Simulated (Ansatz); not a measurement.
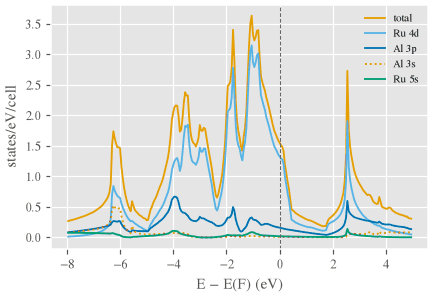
*Total and projected density of states of AlRu (CsCl type, Pm-3m), r²SCAN in the plane-wave PAW code Ansatz*

**Question.** Which orbitals carry the states next to the Fermi level?

**Answer.** Within 0.5 eV of the Fermi level: Ru 4d 84 %, Al 3p 11 %. Projections are on Löwdin-orthogonalised atomic valence shells; empty p or d shells of many metals are not among them.

**Question.** Where is the tallest occupied peak in this window, and what makes it?

**Answer.** Near -1.0 eV, about 3.6 states/eV per cell; the largest projected share is Ru 4d.

The cell was relaxed with r²SCAN under the symmetry of its start. The run is not spin-polarised. Spin–orbit coupling is left out wherever it is not named.

Potentials: the later of the program's two PAW sets.
